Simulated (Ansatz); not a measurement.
# A hypothetical structure for LuPOs

This structure for LuPOs is made up. Its elements were placed in a known structure type with a cell scaled to their sizes. What cell does the guess relax to, and how far off was it?

Main program and level: Ansatz 0.2.0; DFT, PBEsol, plane-wave PAW, files of the set soft_1, scalar-relativistic, no spin, cell and ions relaxed at zero pressure; PAW set soft_1, in the first sound run; inputs show where later runs differ.

### 1. Starting point

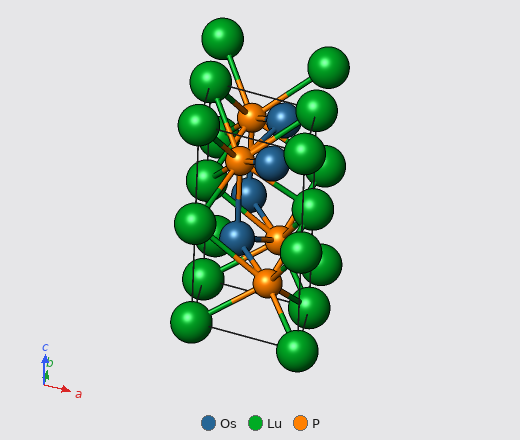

The starting structure, seen slightly off an axis (osmium blue, lutetium green, phosphorus orange). 1×2×1 cells are drawn. Bonds to atoms that aren't drawn are left out. Some periodic images of atoms are drawn too.

### 2. Relaxing cell and atoms

The guess takes its coordinates from another compound and its volume from a rule, so the cell and any free coordinates are relaxed together.

Contents of input.yaml:

```yaml
crystal:
  lattice:
    - [4.307, 0.0, 0.0]
    - [-2.1535, 3.729971414, 0.0]
    - [0.0, 0.0, 6.956]
  atoms:
    - { symbol: Os, position: [0.333333333, 0.666666667, 0.326] }
    - { symbol: Os, position: [0.666666667, 0.333333333, 0.826] }
    - { symbol: Lu, position: [0.0, 0.0, 0.9973] }
    - { symbol: Lu, position: [0.0, 0.0, 0.4973] }
    - { symbol: P, position: [0.666666667, 0.333333333, 0.2189] }
    - { symbol: P, position: [0.333333333, 0.666666667, 0.7189] }
kpoints:
  mp_grid: { grid: [7, 7, 4] }
scf:
  occupations: { method: fermi_dirac, width: 0.05 }
hamiltonian:
  xc: pbesol
  pseudopotentials: { kind: paw, azcp: { folder: soft_1 }, xc_functional: pbe }
relax:
  f_tol: 0.015
  max_steps: 70
  cell: {}
output:
  forces: true
  stress: true
```

Run with:

```
$ ansatz run input.yaml --threads 4 --pin off --max-ram 10240MiB --backend cpu --events-out ev --progress --plain --runs-dir out
```

Numbers of over 12 decimals in the logs are rounded to 6 here.

What it wrote:

```text
Engine: ansatz 0.2.0, aarch64-unknown-linux-gnu
Pseudopotentials: kind: paw
Pseudopotential: Os, paw, valence charge 16, recommended cutoff 420 eV (normal), soft_1/Os.paw.azcp
Pseudopotential: Lu, paw, valence charge 25, recommended cutoff 420 eV (normal), soft_1/Lu.paw.azcp
Pseudopotential: P, paw, valence charge 5, recommended cutoff 420 eV (normal), soft_1/P.paw.azcp
Functional definition: PBEsol
  exchange = pbesol_x
  correlation = pbesol_c
Crystal: 6 atoms, lattice volume = 111.748 Å³
Basis set: ecut = 420 eV, 2189 PW (Γ), exchange–correlation on 60×60×96 points (8 copies of the dense FFT grid, shifted against one another)
Bands: 56, of which v1, the nominal top of the filled ones, is band 46 counted from 1 (45 counted from 0)
Symmetry: 12 space group operations
Space group: P63mc (ITA 186), of the structure as read, at distance tolerance 4.8e-5 Å
k-points: 24 of 196 (time reversal used)
Non-local potential: Os, projectors of the file, l = 0: 3, l = 1: 2, l = 2: 2, l = 3: 1
Non-local potential: Lu, projectors of the file, l = 0: 3, l = 1: 2, l = 2: 2, l = 3: 3
Non-local potential: P, projectors of the file, l = 0: 2, l = 1: 2, l = 2: 1
PAW form: soft (Blöchl's): semilocal exchange-correlation on the pseudo side does not see the compensation charge
PAW frozen core: Os, regenerated for the run's functional, and the local potential with it (the file was generated under x = pbe(κ = 0.804, μ = 0.219515), c = pbe(β = 0.066725))
PAW frozen core: Lu, regenerated for the run's functional, and the local potential with it (the file was generated under x = pbe(κ = 0.804, μ = 0.219515), c = pbe(β = 0.066725))
PAW frozen core: P, regenerated for the run's functional, and the local potential with it (the file was generated under x = pbe(κ = 0.804, μ = 0.219515), c = pbe(β = 0.066725))
PAW one-centre angular grid: Os, 590 points (default); XC on 64 Gauss nodes
PAW one-centre angular grid: Lu, 590 points (default); XC on 64 Gauss nodes
PAW one-centre angular grid: P, 110 points (default); XC on 64 Gauss nodes
Initial density: superposition of atomic densities (chi_scale 0.1, normalization cell, long waves kept (reshape's long-wave potential 0.00 eV rms))
Initial wavefunctions: pseudopotential atomic-orbital guess
Functional: x = pbesol(κ = 0.804, μ = 0.123457), c = pbesol(β = 0.046)
SCF iter   1: F=—  HF=-53215.370806 eV  |F-HF|=—  |Δ(HF+E_count)|=         —  Δρ=1.05e-1  dr2=2.26e1  ethr=3.10e-3  ⟨swp⟩=7.3  Hψ=6342  notcnv=0  defer=1
preconditioner: auto → Kerker (q_TF=auto, 2.641 Å⁻¹)  [metal: Δε(μ)=0.016 eV  Ē_g=12.024 eV  σ=0.050 eV  W_gap=0.08  n_scr=34 (ndim 8)  ℏωp=29.8 eV  f_vac=0.000  D(μ)=6.41/eV (n_scr^D=66)]
SCF iter   2: F=—  HF=-53212.270214 eV  |F-HF|=—  |Δ(HF+E_count)|=    3.10e0  Δρ=4.54e-2  dr2=4.58e0  ethr=3.10e-3  ⟨swp⟩=4.2  Hψ=3323  notcnv=0  defer=44
SCF iter   3: F=—  HF=-53211.753560 eV  |F-HF|=—  |Δ(HF+E_count)|=   5.17e-1  Δρ=2.45e-2  dr2=9.93e-1  ethr=3.10e-3  ⟨swp⟩=4.6  Hψ=3348  notcnv=0  defer=46
SCF iter   4: F=—  HF=-53211.041033 eV  |F-HF|=—  |Δ(HF+E_count)|=   7.13e-1  Δρ=8.98e-3  dr2=1.43e-1  ethr=1.08e-3  ⟨swp⟩=4.4  Hψ=3378  notcnv=0  defer=48
SCF iter   5: F=—  HF=-53211.049586 eV  |F-HF|=—  |Δ(HF+E_count)|=   8.55e-3  Δρ=4.78e-3  dr2=2.15e-2  ethr=1.56e-4  ⟨swp⟩=4.1  Hψ=3804  notcnv=0  defer=52
SCF iter   6: F=—  HF=-53211.043524 eV  |F-HF|=—  |Δ(HF+E_count)|=   6.06e-3  Δρ=9.77e-4  dr2=1.59e-3  ethr=2.33e-5  ⟨swp⟩=2.0  Hψ=2446  notcnv=0  defer=52
SCF iter   7: F=—  HF=-53211.043212 eV  |F-HF|=—  |Δ(HF+E_count)|=   3.12e-4  Δρ=3.40e-4  dr2=2.11e-4  ethr=1.73e-6  ⟨swp⟩=2.9  Hψ=3046  notcnv=0  defer=52
SCF iter   8: F=—  HF=-53211.043178 eV  |F-HF|=—  |Δ(HF+E_count)|=   3.42e-5  Δρ=1.31e-4  dr2=3.55e-5  ethr=2.30e-7  ⟨swp⟩=2.8  Hψ=2636  notcnv=0  defer=52
SCF iter   9: F=—  HF=-53211.043169 eV  |F-HF|=—  |Δ(HF+E_count)|=   9.01e-6  Δρ=4.70e-5  dr2=4.08e-6  ethr=3.86e-8  ⟨swp⟩=2.2  Hψ=2339  notcnv=0  defer=52
SCF iter  10: F=—  HF=-53211.043168 eV  |F-HF|=—  |Δ(HF+E_count)|=   1.07e-6  Δρ=1.01e-5  dr2=1.46e-7  ethr=4.44e-9  ⟨swp⟩=2.0  Hψ=2246  notcnv=0  defer=52
SCF iter  11: F=-53211.043168 eV  HF=-53211.043168 eV  |F-HF|=7.12e-9  |Δ(HF+E_count)|=   1.05e-8  Δρ=3.99e-6  dr2=1.31e-8  ethr=1.09e-10  ⟨swp⟩=6.4  Hψ=7035  notcnv=0
SCF 1 converged in 11 iterations: F = -53211.043168 eV  dr2 = 1.31e-8
  greatest PAW one-centre occupation: 1.000 electrons in one spin orbital (limit 2), on the Os atom at site 1 (counted from 0), in its partial waves of l = 0
relax step   1: F+E_penalty+E_count = -53211.04316757 eV  Δ(F+E_penalty+E_count) = +0.000e0 eV  max|allowed force component| = 1.258e0 eV/Å  Δτ_max = 0.0000 Å  P = -13.984 GPa  Ω = 111.748 Å³  (11 SCF iters, dr2 threshold 1.00e-7 eV, accepted)
Crystal: 6 atoms, lattice volume = 100.590 Å³
Basis set: ecut = 420 eV, 1925 PW (Γ), exchange–correlation on 60×60×96 points (8 copies of the dense FFT grid, shifted against one another)
Initial density: handed on by an earlier stage of this run
Initial wavefunctions: those handed on with the density
iter 1 solved again at ethr=5.54e-4 eV; its pass at ethr=3.10e-3 eV (dr2=5.09e-1 eV) is discarded
SCF iter   1: F=—  HF=-53212.203200 eV  |F-HF|=—  |Δ(HF+E_count)|=         —  Δρ=1.89e-2  dr2=5.09e-1  ethr=5.54e-4  ⟨swp⟩=2.5  Hψ=10059  notcnv=0
preconditioner: auto → Kerker (q_TF=auto, 2.688 Å⁻¹)  [metal: Δε(μ)=0.019 eV  Ē_g=10.905 eV  σ=0.050 eV  W_gap=0.10  n_scr=34 (ndim 8)  ℏωp=31.4 eV  f_vac=0.000  D(μ)=6.32/eV (n_scr^D=66)]
SCF iter   2: F=—  HF=-53212.111960 eV  |F-HF|=—  |Δ(HF+E_count)|=   9.12e-2  Δρ=1.07e-2  dr2=1.91e-1  ethr=5.54e-4  ⟨swp⟩=3.1  Hψ=1959  notcnv=0
SCF iter   3: F=—  HF=-53212.084245 eV  |F-HF|=—  |Δ(HF+E_count)|=   2.77e-2  Δρ=5.56e-3  dr2=2.07e-2  ethr=2.08e-4  ⟨swp⟩=5.7  Hψ=3978  notcnv=0
SCF iter   4: F=—  HF=-53212.089938 eV  |F-HF|=—  |Δ(HF+E_count)|=   5.69e-3  Δρ=3.33e-3  dr2=1.01e-2  ethr=2.25e-5  ⟨swp⟩=3.0  Hψ=3661  notcnv=0  defer=59
SCF iter   5: F=—  HF=-53212.080179 eV  |F-HF|=—  |Δ(HF+E_count)|=   9.76e-3  Δρ=2.71e-3  dr2=8.77e-3  ethr=1.10e-5  ⟨swp⟩=3.0  Hψ=3700  notcnv=0  defer=59
SCF iter   6: F=—  HF=-53212.078429 eV  |F-HF|=—  |Δ(HF+E_count)|=   1.75e-3  Δρ=3.58e-4  dr2=1.24e-4  ethr=9.54e-6  ⟨swp⟩=2.0  Hψ=2235  notcnv=0  defer=59
SCF iter   7: F=—  HF=-53212.078398 eV  |F-HF|=—  |Δ(HF+E_count)|=   3.07e-5  Δρ=1.99e-4  dr2=2.36e-5  ethr=1.35e-7  ⟨swp⟩=3.5  Hψ=3627  notcnv=0  defer=59
SCF iter   8: F=—  HF=-53212.078397 eV  |F-HF|=—  |Δ(HF+E_count)|=   1.35e-6  Δρ=8.38e-5  dr2=2.79e-6  ethr=2.57e-8  ⟨swp⟩=2.8  Hψ=2809  notcnv=0  defer=59
[...]
[... from here on, the SCF cycles and remarks between the steps are left out ...]
relax step   4: F+E_penalty+E_count = -53212.19900134 eV  Δ(F+E_penalty+E_count) = -2.410e-2 eV  max|allowed force component| = 2.083e-1 eV/Å  Δτ_max = 0.0208 Å  P = +0.190 GPa  Ω = 97.954 Å³  energy of the carried Pulay correction = +5.279e-3 eV  (7 SCF iters, dr2 threshold 6.00e-7 eV, accepted)
relax step   5: F+E_penalty+E_count = -53212.21976646 eV  Δ(F+E_penalty+E_count) = -2.077e-2 eV  max|allowed force component| = 1.053e-1 eV/Å  Δτ_max = 0.0427 Å  P = +0.418 GPa  Ω = 97.921 Å³  energy of the carried Pulay correction = +5.293e-3 eV  (7 SCF iters, dr2 threshold 6.00e-7 eV, accepted)
relax step   6: F+E_penalty+E_count = -53212.37218047 eV  Δ(F+E_penalty+E_count) = -1.524e-1 eV  max|allowed force component| = 4.315e-1 eV/Å  Δτ_max = 0.1117 Å  P = +1.894 GPa  Ω = 98.547 Å³  energy of the carried Pulay correction = +5.038e-3 eV  (8 SCF iters, dr2 threshold 6.00e-7 eV, accepted)
relax step   7: F+E_penalty+E_count = -53212.73411406 eV  Δ(F+E_penalty+E_count) = -3.619e-1 eV  max|allowed force component| = 3.192e-1 eV/Å  Δτ_max = 0.1297 Å  P = +4.243 GPa  Ω = 99.520 Å³  energy of the carried Pulay correction = +4.645e-3 eV  (9 SCF iters, dr2 threshold 6.00e-7 eV, accepted)
relax step   8: F+E_penalty+E_count = -53212.98721151 eV  Δ(F+E_penalty+E_count) = -2.531e-1 eV  max|allowed force component| = 3.544e-1 eV/Å  Δτ_max = 0.0533 Å  P = +3.683 GPa  Ω = 101.626 Å³  energy of the carried Pulay correction = +3.807e-3 eV  (8 SCF iters, dr2 threshold 6.00e-7 eV, accepted)
relax step   9: F+E_penalty+E_count = -53213.17832885 eV  Δ(F+E_penalty+E_count) = -1.911e-1 eV  max|allowed force component| = 1.496e-1 eV/Å  Δτ_max = 0.0308 Å  P = +1.730 GPa  Ω = 104.601 Å³  energy of the carried Pulay correction = +2.651e-3 eV  (8 SCF iters, dr2 threshold 6.00e-7 eV, accepted)
relax step  10: F+E_penalty+E_count = -53213.22242334 eV  Δ(F+E_penalty+E_count) = -4.409e-2 eV  max|allowed force component| = 1.783e-3 eV/Å  Δτ_max = 0.0223 Å  P = -0.349 GPa  Ω = 107.204 Å³  energy of the carried Pulay correction = +1.665e-3 eV  (8 SCF iters, dr2 threshold 6.00e-7 eV, accepted)
relax step  11: F+E_penalty+E_count = -53213.22245749 eV  Δ(F+E_penalty+E_count) = -3.415e-5 eV  max|allowed force component| = 3.936e-4 eV/Å  Δτ_max = 0.0003 Å  P = +0.388 GPa  Ω = 106.813 Å³  energy of the carried Pulay correction = +1.812e-3 eV  (7 SCF iters, dr2 threshold 4.44e-7 eV, rejected (line search))
relax step  12: F+E_penalty+E_count = -53213.22273211 eV  Δ(F+E_penalty+E_count) = -3.088e-4 eV  max|allowed force component| = 7.172e-3 eV/Å  Δτ_max = 0.0014 Å  P = +0.004 GPa  Ω = 106.983 Å³  energy of the carried Pulay correction = +1.748e-3 eV  (10 SCF iters, accepted)
relax step  13: F+E_penalty+E_count = -53213.22946228 eV  Δ(F+E_penalty+E_count) = -6.730e-3 eV  max|allowed force component| = 7.178e-3 eV/Å  Δτ_max = 0.0000 Å  P = +0.105 GPa  Ω = 106.983 Å³  stress off target by 3.52e-1 GPa  SCF on the basis re-selected at this cell (its energy is not comparable with the rows above)  (8 SCF iters)
relax step  14: F+E_penalty+E_count = -53213.22976354 eV  Δ(F+E_penalty+E_count) = -3.013e-4 eV  max|allowed force component| = 2.188e-4 eV/Å  Δτ_max = 0.0011 Å  P = +0.011 GPa  Ω = 107.172 Å³  energy of the carried Pulay correction = -8.064e-5 eV  (6 SCF iters, dr2 threshold 3.09e-7 eV, accepted)
iter 1 solved again at ethr=1.21e-7 eV; its pass at ethr=3.10e-3 eV (dr2=1.11e-4 eV) is discarded
SCF iter   1: F=—  HF=-53213.229847 eV  |F-HF|=—  |Δ(HF+E_count)|=         —  Δρ=8.62e-6  dr2=6.62e-8  ethr=1.21e-7  ⟨swp⟩=5.3  Hψ=12774  notcnv=0
preconditioner: auto → Kerker (q_TF=auto, 2.660 Å⁻¹)  [metal: Δε(μ)=0.075 eV  Ē_g=11.161 eV  σ=0.050 eV  W_gap=0.34  n_scr=36 (ndim 8)  ℏωp=30.4 eV  f_vac=0.000  D(μ)=3.84/eV (n_scr^D=36)]
SCF iter   2: F=—  HF=-53213.229846 eV  |F-HF|=—  |Δ(HF+E_count)|=   1.45e-6  Δρ=5.80e-6  dr2=3.24e-8  ethr=7.19e-11  ⟨swp⟩=4.2  Hψ=4455  notcnv=0
SCF iter   3: F=—  HF=-53213.229846 eV  |F-HF|=—  |Δ(HF+E_count)|=  8.08e-10  Δρ=2.32e-6  dr2=1.03e-8  ethr=3.52e-11  ⟨swp⟩=2.4  Hψ=2453  notcnv=0
SCF iter   4: F=—  HF=-53213.229846 eV  |F-HF|=—  |Δ(HF+E_count)|=   5.19e-9  Δρ=1.30e-6  dr2=2.63e-9  ethr=1.12e-11  ⟨swp⟩=2.6  Hψ=2752  notcnv=0
SCF iter   5: F=—  HF=-53213.229846 eV  |F-HF|=—  |Δ(HF+E_count)|=  4.07e-10  Δρ=5.77e-7  dr2=4.99e-10  ethr=2.86e-12  ⟨swp⟩=2.4  Hψ=2402  notcnv=0
SCF iter   6: F=-53213.229846 eV  HF=-53213.229846 eV  |F-HF|=2.18e-11  |Δ(HF+E_count)|=  1.53e-10  Δρ=2.41e-7  dr2=5.33e-11  ethr=1.00e-12  ⟨swp⟩=5.7  Hψ=8555  notcnv=0
SCF 15 converged in 6 iterations: F = -53213.229846 eV  dr2 = 5.33e-11
relax step  15: F+E_penalty+E_count = -53213.22984584 eV  Δ(F+E_penalty+E_count) = -8.230e-5 eV  max|allowed force component| = 1.118e-4 eV/Å  Δτ_max = 0.0000 Å  P = +0.011 GPa  Ω = 107.172 Å³  stress off target by 3.74e-2 GPa  SCF on the basis re-selected at this cell (its energy is not comparable with the rows above)  (6 SCF iters)
basis re-selected at this cell: Δ(F+E_penalty+E_count) = -8.230e-5 eV, ΔP = +0.000 GPa vs the last step (what re-selecting the basis moved, of the pressure what is left beyond the Pulay correction that the steps carried, after the strain that the cell walked since its last selection, with what the two solves' SCF thresholds leave and, on support functions, any second-order correction that the steps lacked; it is no m [...]
SCF converged after 6 iterations
Free energy (F): -53213.229846 eV
Harris-Foulkes:  -53213.229846 eV  (|F-HF|=2.18e-11)
Internal energy: -53213.197303 eV  (E = F + TS)
E sigma→0 (E₀):  -53213.213574 eV
Entropy (-TS):   -0.032543 eV (-5.424 meV/atom)
Fermi energy:    16.867667 eV
--- Per-component energies (eV) ---
  E_band       = -134.479558
  E_kinetic    = 1975.746160
  E_local      = -16179.810538  (includes V_loc(G=0)·N_el)
  E_nonlocal   = 1836.086717
  E_hartree    = 6664.917931
  E_xc         = -1027.995161
  E_vxc        = -1126.046707  (∫ρ·V_xc dr)
  E_paw        = -33518.533584  (= ΣΔE_a)
  E_vpaw       = 29.707675  (= ΣTr[D̂ρ^β])
  E_aug_tail   = 0.000883  (compensation charges beyond the density's cutoff)
  E_ewald      = -12966.581667
  E_core_change = 2.971957  (= ΣΔE_core)
  E_smearing   = -0.032543  (= −TS)
  E_closure    = -0.000000  (closes the sum)
  Σ components = -53213.229846   (vs F -53213.229846, Δ=0.00e0)
--- Forces (eV/Å), atoms counted from 1 ---
  atom   1  Os     0.00000000    -0.00000000     0.00001932
  atom   2  Os    -0.00000000     0.00000000     0.00001932
  atom   3  Lu    -0.00000000    -0.00000000    -0.00011298
  atom   4  Lu    -0.00000000     0.00000000    -0.00011298
  atom   5  P      0.00000000    -0.00000000     0.00009005
  atom   6  P     -0.00000000     0.00000000     0.00009005
  max |Σ_I F_I| component: 7.21e-6 eV/Å
--- Stress (GPa, compression-positive) ---
       -0.001618      -0.000000       0.000000
       -0.000000      -0.001618       0.000000
        0.000000       0.000000       0.037362
  P = ⅓ Tr σ = 0.0114 GPa (0.114 kbar)
--- Relaxed structure (13 steps of the walk, 12 accepted, 2 SCFs on fresh bases) ---
  F+E_penalty+E_count = -53213.22984584 eV   max|allowed force component| = 1.118e-4 eV/Å   (the final SCF, on the basis selected at the relaxed cell)
  cell:  # Å, volume = 107.1719 Å³
    - [3.924730, 0, 8.305882688593837e-17]
    - [-1.962365, 3.398916, -4.152941344296918e-17]
    - [1.3414376592205697e-16, 0, 8.033979]
  atoms:
    - { symbol: Os, position: [0.333333, 0.666667, 0.264067] }
    - { symbol: Os, position: [0.666667, 0.333333, 0.764067] }
    - { symbol: Lu, position: [5.5122139213256046e-18, 0, 1.014068] }
    - { symbol: Lu, position: [5.512213921325614e-18, 0, 0.514068] }
    - { symbol: P, position: [0.666667, 0.333333, 0.264065] }
    - { symbol: P, position: [0.333333, 0.666667, 0.764065] }
```

It took 90 s on 4 threads of Arm Neoverse V1, shared host; peak memory 0.51 GiB.

Step by step:

```csv
step,energy less that of the first step (eV),largest force component (eV/Å),pressure (GPa),volume (Å³)
1,0.0000,1.2581,-13.98,111.75
2,-1.0352,0.7687,-3.19,100.59
3,-1.1317,0.3361,2.39,96.82
4,-1.1558,0.2083,0.19,97.95
5,-1.1766,0.1053,0.42,97.92
6,-1.3290,0.4315,1.89,98.55
7,-1.6909,0.3192,4.24,99.52
8,-1.9440,0.3544,3.68,101.63
9,-2.1352,0.1496,1.73,104.60
10,-2.1793,0.0018,-0.35,107.20
11,-2.1793,0.0004,0.39,106.81
12,-2.1796,0.0072,0.00,106.98
13*,-2.1863,0.0072,0.10,106.98
14,-2.1866,0.0002,0.01,107.17
15*,-2.1867,0.0001,0.01,107.17
```

Relaxation steps marked * repeat the geometry before them on a plane-wave basis chosen anew for their cell, so energy and pressure can jump there. Relaxation step 11 was tried and not accepted.

Forces are held to the 12 operations that the run works with; a distortion that breaks them can't arise in this run.

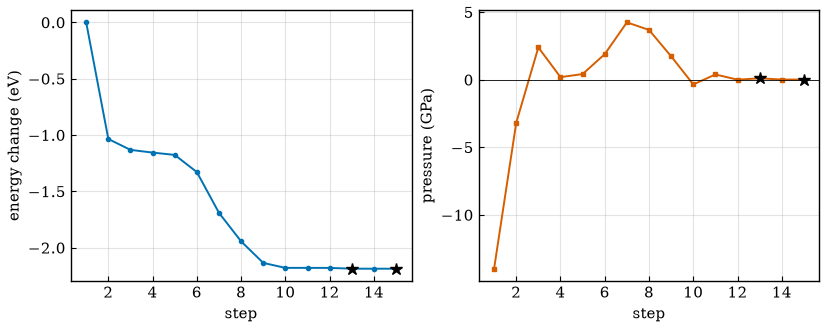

Energy and pressure along the relaxation. Stars mark steps on a basis chosen anew.

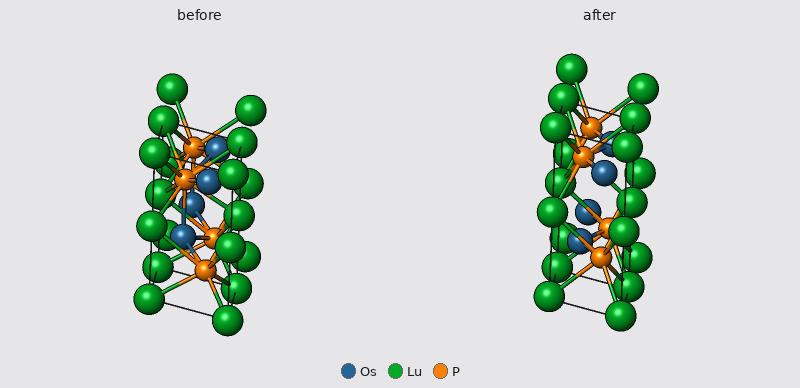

The structure before and after the relaxation, drawn at the same scale. Bonds to atoms that aren't drawn are left out.

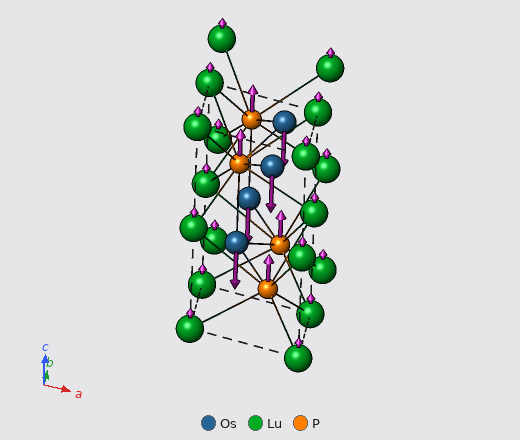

Displacements in the relaxation, exaggerated, measured against the changing cell; the longest in the cell stands for 0.50 Å. Bonds to atoms that aren't drawn are left out. 1×2×1 cells are drawn. Some periodic images of atoms are drawn too.

```csv
cell as run,before,after,change
a (Å),4.307,3.925,-8.9 %
b (Å),4.307,3.925,-8.9 %
c (Å),6.956,8.034,+15.5 %
volume (Å³/atom),18.62,17.86,-4.1 %
```

The atoms that moved most (Å, as changes of fractional coordinates times the final cell):

```csv
atom,dx,dy,dz,length
Os1,0.000,0.000,-0.498,0.498
Os2,0.000,0.000,-0.498,0.498
P6,0.000,0.000,0.363,0.363
P5,0.000,0.000,0.363,0.363
Lu3,0.000,0.000,0.135,0.135
Lu4,0.000,0.000,0.135,0.135
```

The relaxed structure:

```xyz
6
Lattice="3.9247 0.0000 0.0000 -1.9624 3.3989 0.0000 0.0000 0.0000 8.0340" Properties=species:S:1:pos:R:3 pbc="T T T"
Os    0.0000    2.2659    2.1215
Os    1.9624    1.1330    6.1385
Lu    0.0000    0.0000    8.1470
Lu    0.0000    0.0000    4.1300
P     1.9624    1.1330    2.1215
P     0.0000    2.2659    6.1385
```

Numbers from this step:

| Item | Value |
| --- | --- |
| free energy | -53213.2298 eV |
| energy at zero smearing | -53213.2136 eV |
| smearing term TS | 0.03254 eV |
| Fermi energy | 16.87 eV |
| electrons | 92 |
| symmetry operations | 12 |
| pressure | 0.01138 GPa |

Shortest distances by pair of elements, guess and relaxed (not always the same contact):

```csv
pair,guess (Å),relaxed (Å)
Os–P,2.596,2.266
Lu–P,2.926,3.028
Lu–Os,2.757,3.028
Os–Os,4.276,3.925
Lu–Lu,3.478,3.925
```

The relaxation ends with a largest force component of 1.1e-4 eV/Å and a pressure of 0.01 GPa.

(Continued in part 2 of 2.)

[Logs are printed without paths, hosts, clocks, repeated set-up lines and the standing remarks that a program may print on its own settings, such as how far it seeks lower states.]

[Hosts, paths, dates, database ids (printed as entryN), source tags and the programs' standing remarks are cut or masked in the printed files.]
